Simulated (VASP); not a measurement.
Band structure of ZnS (zinc blende). Calculation: vdW-DF-cx, VASP's PBE PAW potentials (set 64) (plane waves; VASP).

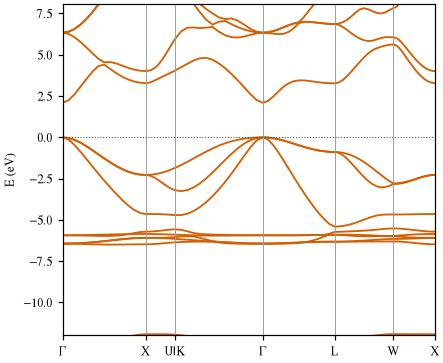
Fig. 1. Bands along high-symmetry lines, zero at the valence-band maximum or, without a gap, the Fermi level

Problem. Read the plot: is there a gap, and where are the band edges?

Solution. The gap is direct, 2.09 eV, from the valence maximum at Γ to the conduction minimum at Γ. (Edges off the drawn lines would not show.)

Measured: gap 3.94 eV (computed value off by -1.85 eV), as given by Wei Chen et al., Physical Review Materials (2018), doi:10.1103/physrevmaterials.2.073803 [zero-point renormalisation of 0.1 eV added back (the table's ZPR column)].

The compound is ZnS in the zinc blende structure. It was relaxed first.
